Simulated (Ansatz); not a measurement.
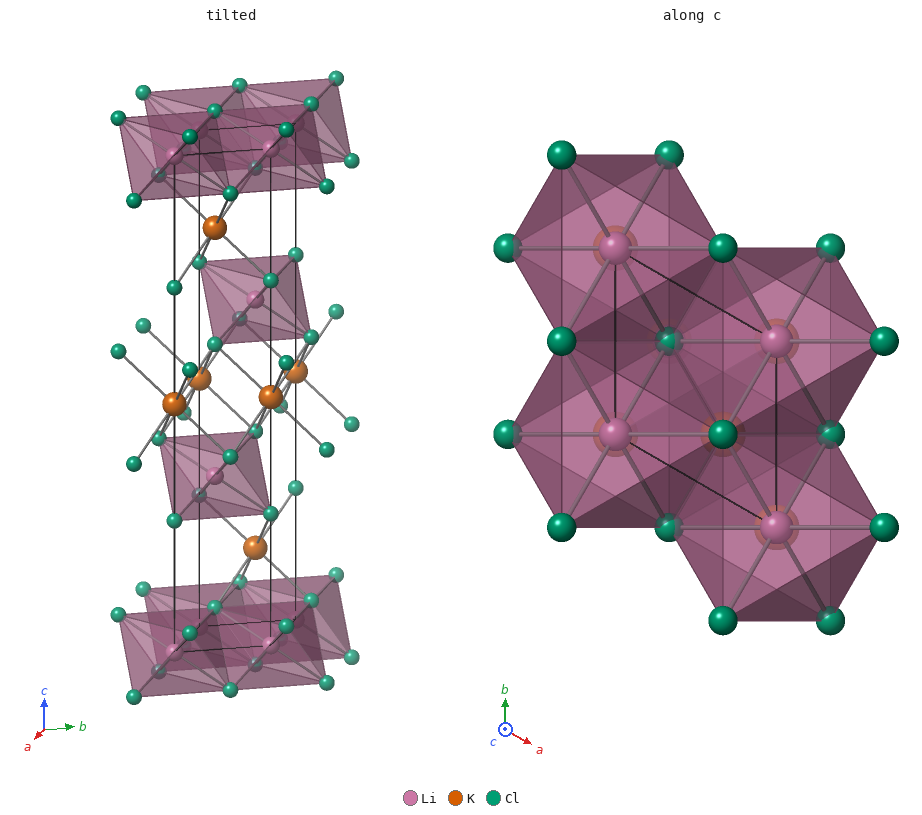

View slightly off an axis and along the c axis, drawn as a polyhedral model. The lines enclose the conventional unit cell; boundary atoms appear with their images. A few atoms beyond the faces are included.

KLiCl2, α-NaFeO₂ type, space group R-3m (No. 166), a = 3.978 Å, b = 3.978 Å, c = 20.454 Å, α = 90.00°, β = 90.00°, γ = 120.00°. The cell started as a structure type filled with these elements by a generator (whether the compound takes this form wasn't checked). Earlier steps of the study may have refined or changed the cell and positions. A calculation with Ansatz used it as input.

This one geometry was computed with Ansatz (DFT, plane waves, PAW) at four levels of theory: HSE06, r2SCAN, PBE and PBE0. It was relaxed beforehand with r2SCAN.

**How does the band gap change with the level of theory?**

PBE: a gap of 5.32 eV, direct; r2SCAN: a gap of 5.99 eV, direct; HSE06: a gap of 6.64 eV, direct; PBE0: a gap of 7.37 eV, direct.

**Collect the results in a table.**

| level | cutoff (eV) | k-mesh of the run's cell | gap (eV) | pressure (GPa) |
| --- | --- | --- | --- | --- |
| HSE06 | 420 | 6×6×6 | 6.64 | 0.3 |
| r2SCAN | 500 | 8×8×8 | 5.99 | 0.0 |
| PBE | 420 | 8×8×8 | 5.32 | 0.8 |
| PBE0 | 420 | 6×6×6 | 7.37 | 0.3 |

Gaps are taken on the k-mesh or band path of each run.
